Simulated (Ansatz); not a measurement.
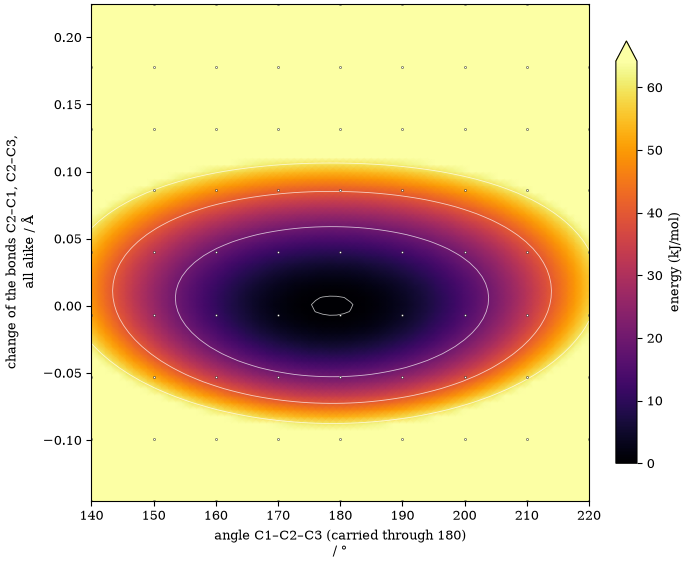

C₄H₄, SMILES C#CC=C. First axis: angle C1–C2–C3 (carried through 180). Second axis: change of the bonds C2–C1, C2–C3, all alike. Nothing is relaxed (all other coordinates rigid). Grid: 9 × 9 points. Points are written as (first, second). Energies: kJ/mol, counted from the lowest grid point. The restricted reference is unstable at some or all points, so the energies there are unreliable. Method: RHF-MP2, frozen core/def2-TZVP in Ansatz 0.2.0.

In the figure: a smooth colour map with a few white contour lines, dots at the grid points, one colour for all values above the top of the scale. Between grid points the surface is interpolated.

Question: Estimate the position of the minimum and the force constants in these coordinates.

Answer: The interpolated minimum is at the first coordinate ≈ 179°, the second coordinate ≈ 0.000 Å. The curvatures there are about 2.2 eV/rad² and 136 eV/Å², with a cross term of about 0 eV/(rad·Å). Round the minimum the two coordinates are nearly uncoupled. (1 eV is 96.5 kJ/mol.)
